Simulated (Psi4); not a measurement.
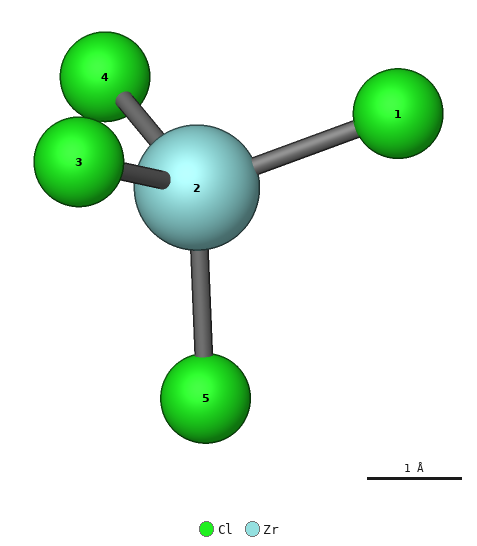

*The input geometry (ball-and-stick view, seen at a tilt; atoms are numbered from 1 in the order of the input). Sticks mark near contacts.*

Run report: ZrCl₄, property calculation

ZrCl₄, SMILES [Cl][Zr]([Cl])([Cl])[Cl], computed with PBE0/def2-TZVPP, RKS, dispersion D4, core potentials def2 (Psi4 1.11).

The geometry was optimised with PBE0/def2-TZVP.

## Output
```
Psi4 1.11 release

   => Loading Basis Set <=

    Name: DEF2-TZVPP
    Role: ORBITAL
    Keyword: BASIS

    !!!  WARNING: ECP capability is in beta. Please check occupations closely.  !!!

   => PBE0-D4(BJ,EEQ)ATM: Empirical Dispersion <=

        a1 =       0.400856
        a2 =       5.029288
       alp =      16.000000
        s6 =       1.000000
        s8 =       1.200655
        s9 =       1.000000
        ga =       3.000000
        gc =       2.000000
        wf =       6.000000

         ---------------------------------------------------------
                                   SCF
                              RKS Reference
                        2 Threads,   5245 MiB Core
         ---------------------------------------------------------

  ==> Geometry <==

    Molecular point group: c1
    Full point group: C1

    Geometry (in Angstrom), charge = 0, multiplicity = 1:

       Center              X                  Y                   Z               Mass
    ------------   -----------------  -----------------  -----------------  -----------------
         CL          -0.125320120298    -0.245851581399     2.299686638516    34.968852682000
         ZR          -0.001489120298     0.000412418601    -0.000206361484    89.904697700000
         CL           1.536152879702    -1.507336581399    -0.851614361484    34.968852682000
         CL          -2.078663120298    -0.405674581399    -0.941567361484    34.968852682000
         CL           0.671658879702     2.157802418601    -0.505974361484    34.968852682000

  Running in c1 symmetry.

  Rotational constants: A =      0.03376  B =      0.03369  C =      0.03365 [cm^-1]
  Rotational constants: A =   1012.17473  B =   1010.01055  C =   1008.77481 [MHz]
  Nuclear repulsion =  429.050761467398445

  Charge       = 0
  Multiplicity = 1
  Electrons    = 80
  Nalpha       = 40
  Nbeta        = 40

  ==> Algorithm <==

  SCF Algorithm Type is DF.
  DIIS enabled.
  MOM disabled.
  Fractional occupation disabled.
  Guess Type is SAD.
  Energy threshold   = 1.00e-06
  Density threshold  = 1.00e-06
  Integral threshold = 1.00e-12

  ==> Primary Basis <==

  Basis Set: DEF2-TZVPP
    Blend: DEF2-TZVPP
    Number of shells: 72
    Number of basis functions: 224
    Number of Cartesian functions: 263
    Spherical Harmonics?: true
    Max angular momentum: 4

  Core potential: DEF2-TZVPP
    Number of shells: 4
    Number of ECP primitives: 14
    Number of ECP core electrons: 28
    Max angular momentum: 3

  ==> DFT Potential <==

   => LibXC <=

    Version 7.1.2

   => Composite Functional: PBE0-D4BJEEQATM <=

    PBE0-d4bjeeqatm Hyb-GGA Exchange-Correlation Functional

    Deriv               =              1
    GGA                 =           TRUE
    Meta                =          FALSE

    Exchange Hybrid     =           TRUE
    MP2 Hybrid          =          FALSE

   => Exchange Functionals <=

    0.7500   Perdew, Burke & Ernzerhof

   => Exact (HF) Exchange <=

    0.2500               HF

   => Correlation Functionals <=

    1.0000   Perdew, Burke & Ernzerhof

   => LibXC Density Thresholds  <==

    XC_HYB_GGA_XC_PBEH:  1.00E-15

   => Molecular Quadrature <=

    Radial Scheme          =       TREUTLER
    Pruning Scheme         =           NONE
    Nuclear Scheme         =       TREUTLER

    Blocking Scheme        =         OCTREE
    BS radius alpha        =              1
    Pruning alpha          =              1
    Radial Points          =             99
    Spherical Points       =            590
    Total Points           =         280765
    Total Blocks           =           2223
    Max Points             =            256
    Max Functions          =            185
    Weights Tolerance      =       1.00E-15

   => Loading Basis Set <=

    Name: (DEF2-TZVPP AUX)
    Role: JKFIT
    Keyword: DF_BASIS_SCF

  ==> Integral Setup <==

  DFHelper Memory: AOs need 0.273 GiB; user supplied 2.811 GiB.
  SCF_SUBTYPE=INCORE selected. In-core MEM_DF algorithm will be used.
  Using in-core AOs.

  ==> MemDFJK: Density-Fitted J/K Matrices <==

    J tasked:                   Yes
    K tasked:                   Yes
    wK tasked:                   No
    Memory [MiB]:              2878
    Algorithm:                 Core
    Schwarz Cutoff:           1E-12
    Mask sparsity (%):      11.5992
    Fitting Condition:        1E-10

   => Auxiliary Basis Set <=

  Basis Set: (DEF2-TZVPP AUX)
    Blend: DEF2-UNIVERSAL-JKFIT
    Number of shells: 201
    Number of basis functions: 767
    Number of Cartesian functions: 1004
    Spherical Harmonics?: true
    Max angular momentum: 6

  Cached 100.0% of DFT collocation blocks in 1.031 [GiB].

  Minimum eigenvalue in the overlap matrix is 1.2889010164E-03.
  Reciprocal condition number of the overlap matrix is 2.9366783828E-04.
    Using symmetric orthogonalization.

  ==> Pre-Iterations <==

  SCF Guess: Superposition of Atomic Densities via on-the-fly atomic UHF (no occupation information).

   -------------------------
    Irrep   Nso     Nmo
   -------------------------
     A        224     224
   -------------------------
    Total     224     224
   -------------------------

  ==> Iterations <==

                           Total Energy        Delta E     RMS |[F,P]|

   @DF-RKS iter SAD: -1887.33638169618848   -1.88734e+03   0.00000e+00
   @DF-RKS iter   1: -1887.49899808600981   -1.62616e-01   2.91567e-03 DIIS/ADIIS
   @DF-RKS iter   2: -1887.20855729446225    2.90441e-01   4.40733e-03 DIIS/ADIIS
   @DF-RKS iter   3: -1887.57899132539524   -3.70434e-01   1.39643e-03 DIIS/ADIIS
   @DF-RKS iter   4: -1887.63275273398472   -5.37614e-02   2.06342e-04 DIIS/ADIIS
   @DF-RKS iter   5: -1887.63366589382963   -9.13160e-04   4.38082e-05 DIIS
   @DF-RKS iter   6: -1887.63371485049151   -4.89567e-05   1.00446e-05 DIIS
   @DF-RKS iter   7: -1887.63371718607209   -2.33558e-06   2.70935e-06 DIIS
   @DF-RKS iter   8: -1887.63371739242712   -2.06355e-07   3.48168e-07 DIIS
  Energy and wave function converged.

  ==> Post-Iterations <==

   Electrons on quadrature grid:
      Ntotal   =   79.9999992760 ; deviation = -7.240e-07

    Orbital Energies [Eh]
    ---------------------

    Doubly Occupied:

       1A   -101.719314     2A   -101.719310     3A   -101.719275
       4A   -101.719246     5A     -9.546821     6A     -9.546817
       7A     -9.546779     8A     -9.546746     9A     -7.276210
      10A     -7.276208    11A     -7.276166    12A     -7.276141
      13A     -7.274786    14A     -7.274784    15A     -7.274781
      16A     -7.274778    17A     -7.274744    18A     -7.274743
      19A     -7.274708    20A     -7.274706    21A     -2.235677
      22A     -1.363177    23A     -1.363160    24A     -1.363144
      25A     -0.855056    26A     -0.844410    27A     -0.844398
      28A     -0.844334    29A     -0.418459    30A     -0.412004
      31A     -0.411953    32A     -0.411860    33A     -0.396668
      34A     -0.396550    35A     -0.376809    36A     -0.376745
      37A     -0.376725    38A     -0.357257    39A     -0.357218
      40A     -0.357172

    Virtual:

      41A     -0.097407    42A     -0.097320    43A     -0.066424
      44A     -0.066288    45A     -0.066147    46A     -0.013303
      47A      0.034435    48A      0.034465    49A      0.034502
      50A      0.128858    51A      0.135290    52A      0.135381
      53A      0.135449    54A      0.173060    55A      0.173343
      56A      0.175466    57A      0.175672    58A      0.175983
      59A      0.276370    60A      0.291915    61A      0.291968
      62A      0.292031    63A      0.297661    64A      0.297740
      65A      0.297818    66A      0.376006    67A      0.376081
      68A      0.380612    69A      0.380782    70A      0.380998
      71A      0.395317    72A      0.395515    73A      0.395659
      74A      0.407534    75A      0.407962    76A      0.408180
      77A      0.410260    78A      0.410388    79A      0.440294
      80A      0.453744    81A      0.454211    82A      0.454522
      83A      0.524721    84A      0.524941    85A      0.525092
      86A      0.586683    87A      0.586976    88A      0.587302
      89A      0.645488    90A      0.645924    91A      0.661848
      92A      0.662155    93A      0.662464    94A      0.776821
      95A      0.794889    96A      0.795503    97A      0.796232
      98A      0.920535    99A      0.921207   100A      0.921423
     101A      0.921772   102A      0.921931   103A      0.993721
     104A      0.993815   105A      0.994022   106A      1.085577
     107A      1.144517   108A      1.230497   109A      1.231799
     110A      1.261553   111A      1.262392   112A      1.262910
     113A      1.307126   114A      1.307716   115A      1.308251
     116A      1.384189   117A      1.528199   118A      1.528372
     119A      1.528531   120A      1.563365   121A      1.563638
     122A      1.563985   123A      1.589265   124A      1.677595
     125A      1.677730   126A      1.677899   127A      1.743128
     128A      1.743415   129A      1.743632   130A      1.749017
     131A      1.749060   132A      1.795933   133A      1.796020
     134A      1.796111   135A      1.842807   136A      1.842962
     137A      1.843160   138A      1.879577   139A      1.879727
     140A      1.879939   141A      1.910737   142A      1.911155
     143A      1.947410   144A      1.947793   145A      1.948593
     146A      2.057095   147A      2.064551   148A      2.064583
     149A      2.064619   150A      2.066702   151A      2.069659
     152A      2.069700   153A      2.069815   154A      2.119335
     155A      2.172509   156A      2.173373   157A      2.173792
     158A      2.212682   159A      2.213300   160A      2.213871
     161A      2.235341   162A      2.235507   163A      2.235630
     164A      2.246532   165A      2.246928   166A      2.247328
     167A      2.264033   168A      2.265492   169A      2.296273
     170A      2.296578   171A      2.296740   172A      2.318570
     173A      2.318994   174A      2.403613   175A      2.515550
     176A      2.517315   177A      2.557529   178A      2.557857
     179A      2.558041   180A      2.812755   181A      2.879099
     182A      2.879668   183A      2.879885   184A      3.125938
     185A      3.126780   186A      3.127272   187A      8.050521
     188A      8.050570   189A      8.050630   190A      8.065317
     191A      8.065341   192A      8.082680   193A      8.082740
     194A      8.082816   195A      8.185324   196A      8.185496
     197A      8.185745   198A      8.190327   199A      8.190498
     200A      8.190751   201A      8.213020   202A      8.214797
     203A      8.215329   204A      8.222870   205A      8.222991
     206A      8.223108   207A     10.777583   208A     10.777666
     209A     10.777751   210A     10.812881   211A     10.813037
     212A     10.835163   213A     10.835259   214A     10.835352
     215A     11.040866   216A     11.094190   217A     11.094997
     218A     11.095323   219A     19.989697   220A     25.073794
     221A     25.075492   222A     25.077456   223A     25.282736
     224A     72.425128

    Final Occupation by Irrep:
              A
    DOCC [    40 ]
    NA   [    40 ]
    NB   [    40 ]

  @DF-RKS Final Energy: -1887.63371739242712

   => Energetics <=

    Nuclear Repulsion Energy =            429.0507614673984449
    One-Electron Energy =               -3476.6688448546751715
    Two-Electron Energy =                1249.4910574263303715
    DFT Exchange-Correlation Energy =     -89.4994123896711500
    Empirical Dispersion Energy =          -0.0072790418096869
    VV10 Nonlocal Energy =                  0.0000000000000000
    Total Energy =                      -1887.6337173924271156

Computation Completed

Properties will be evaluated at   0.000000,   0.000000,   0.000000 [a0]

Properties computed using the SCF density matrix

 Multipole Moments:

 ------------------------------------------------------------------------------------
     Multipole            Electronic (a.u.)      Nuclear  (a.u.)        Total (a.u.)
 ------------------------------------------------------------------------------------

 L = 1.  Multiply by 2.5417464519 to convert [e a0] to [Debye]
 Dipole X            :         -0.0918918            0.0892241           -0.0026677
 Dipole Y            :          0.0259059           -0.0247110            0.0011949
 Dipole Z            :         -0.0135360            0.0123646           -0.0011714
 Magnitude           :                                                    0.0031490

 ------------------------------------------------------------------------------------

	total time  =          7 seconds =       0.12 minutes

Properties will be evaluated at   0.000000,   0.000000,   0.000000 [a0]

Properties computed using the PBE0-D4 density matrix

 Multipole Moments:

 ------------------------------------------------------------------------------------
     Multipole            Electronic (a.u.)      Nuclear  (a.u.)        Total (a.u.)
 ------------------------------------------------------------------------------------

 L = 1.  Multiply by 2.5417464519 to convert [e a0] to [Debye]
 Dipole X            :         -0.0918918            0.0892241           -0.0026677
 Dipole Y            :          0.0259059           -0.0247110            0.0011949
 Dipole Z            :         -0.0135360            0.0123646           -0.0011714
 Magnitude           :                                                    0.0031490

 ------------------------------------------------------------------------------------
  Mulliken Charges: (a.u.)
   Center  Symbol    Alpha    Beta     Spin     Total
       1    CL     8.62168  8.62168  0.00000 -0.24336
       2    ZR     5.51340  5.51340  0.00000  0.97320
       3    CL     8.62152  8.62152  0.00000 -0.24304
       4    CL     8.62178  8.62178  0.00000 -0.24357
       5    CL     8.62162  8.62162  0.00000 -0.24324

   Total alpha = 40.00000, Total beta = 40.00000, Total charge = -0.00000

  Lowdin Charges: (a.u.)
   Center  Symbol    Alpha    Beta     Spin     Total
       1    CL     8.29065  8.29065  0.00000  0.41869
       2    ZR     6.83803  6.83803  0.00000 -1.67607
       3    CL     8.29019  8.29019  0.00000  0.41962
       4    CL     8.29077  8.29077  0.00000  0.41846
       5    CL     8.29035  8.29035  0.00000  0.41929

  Total alpha = 40.00000, Total beta = 40.00000, Total charge =  0.00000

  Wiberg Bond Indices using Orthogonal Lowdin Orbitals:

  Irrep: 1 Size: 5 x 5

                 1                   2                   3                   4                   5

    1     0.00000000000000     2.26635891750028     0.03738876025576     0.03707304597452     0.03736179152544
    2     2.26635891750028     0.00000000000000     2.26768520626211     2.26624818554446     2.26736057387122
    3     0.03738876025576     2.26768520626211     0.00000000000000     0.03734298681019     0.03732870162630
    4     0.03707304597452     2.26624818554446     0.03734298681019     0.00000000000000     0.03717265078227
    5     0.03736179152544     2.26736057387122     0.03732870162630     0.03717265078227     0.00000000000000

  Atomic Valences:

 #  #
 Irrep: 1
      1:    2.378182515256001
      2:    9.067652883178056
      3:    2.379745654954358
      4:    2.377836869111443
      5:    2.379223717805227

  Variable Map:
  ----------------------------------------------------------------------------
  "CURRENT ENERGY"                                  =>   -1887.633717392427
  "CURRENT REFERENCE ENERGY"                        =>   -1887.633717392427
  "DD SOLVATION ENERGY"                             =>       0.000000000000
  "DFT FUNCTIONAL TOTAL ENERGY"                     =>   -1887.626438350617
  "DFT TOTAL ENERGY"                                =>   -1887.633717392427
  "DFT VV10 ENERGY"                                 =>       0.000000000000
  "DFT XC ENERGY"                                   =>     -89.499412389671
  "DISPERSION CORRECTION ENERGY"                    =>      -0.007279041810
  "GRID ELECTRONS ALPHA"                            =>      39.999999637976
  "GRID ELECTRONS BETA"                             =>      39.999999637976
  "GRID ELECTRONS TOTAL"                            =>      79.999999275953
  "NUCLEAR REPULSION ENERGY"                        =>     429.050761467398
  "ONE-ELECTRON ENERGY"                             =>   -3476.668844854675
  "PBE0-D4(BJ,EEQ)ATM DISPERSION CORRECTION ENERGY" =>      -0.007279041810
  "PCM POLARIZATION ENERGY"                         =>       0.000000000000
  "PE ENERGY"                                       =>       0.000000000000
  "SCF ITERATION ENERGY"                            =>   -1887.633717392427
  "SCF ITERATIONS"                                  =>       8.000000000000
  "SCF TOTAL ENERGY"                                =>   -1887.633717392427
  "TWO-ELECTRON ENERGY"                             =>    1249.491057426330
  "XC GRID RADIAL POINTS"                           =>      99.000000000000
  "XC GRID SPHERICAL POINTS"                        =>     590.000000000000
  "XC GRID TOTAL POINTS"                            =>  280765.000000000000

  Array Variable Map:
  ----------------------------------------------------------------------------
  "CURRENT DIPOLE"                                  =>      -0.002667666478 ... -0.001171413928 1 by 3
  "PBE0-D4 DIPOLE"                                  =>      -0.002667666478 ... -0.001171413928 1 by 3
  "SCF DIPOLE"                                      =>      -0.002667666478 ... -0.001171413928 1 by 3
  "SCF TOTAL ENERGIES"                              =>   -1887.336381696188 ... -1887.633717392427 1 by 9

    Psi4 run time: 0:00:07.58
```

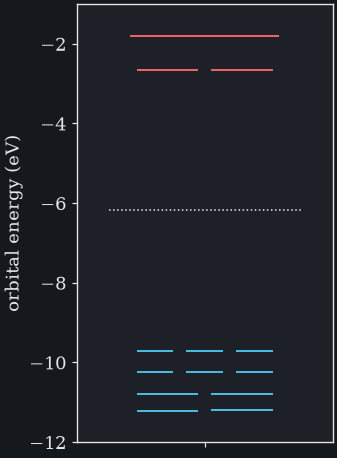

*Orbital energies near the frontier; the dotted line parts filled from empty levels, and levels within 0.02 eV of each other stand side by side.*

Highest filled −9.72 eV, lowest empty −2.65 eV, 7.07 eV apart.

The run was set up as follows.

## Input (input.in)
```
memory 5500 MB

molecule system {
  0 1
  Cl    -0.146803    -0.235713     2.278082
  Zr    -0.022972     0.010551    -0.021811
  Cl     1.514670    -1.497198    -0.873219
  Cl    -2.100146    -0.395536    -0.963172
  Cl     0.650176     2.167941    -0.527579
  symmetry c1
}

set globals {
  basis def2-TZVPP
  reference rks
  scf_type df
  dft_radial_points 99
  dft_spherical_points 590
}

e, wfn = energy("pbe0-d4", return_wfn=True)
oeprop(wfn, "DIPOLE", "MULLIKEN_CHARGES", "LOWDIN_CHARGES", "WIBERG_LOWDIN_INDICES", title="PBE0-D4")
print_variables()
```

Launch command:
```bash
psi4 -n 2 input.in input.out
```

## Key numbers

```json
{"quantity": "outcome", "value": "converged"}
{"quantity": "total energy", "value": "−1887.633717 hartree"}
{"quantity": "dispersion energy", "value": "−0.007279 hartree"}
{"quantity": "basis functions", "value": "224"}
{"quantity": "HOMO", "value": "−9.72 eV"}
{"quantity": "LUMO", "value": "−2.65 eV"}
{"quantity": "dipole moment", "value": "0.01 D"}
{"quantity": "hardware", "value": "2 threads of Intel Xeon (Granite Rapids), 32 GiB of memory available, shared host"}
{"quantity": "wall time", "value": "8.7 s (CPU time 23 s)"}
{"quantity": "peak memory", "value": "1.6 GiB"}
```
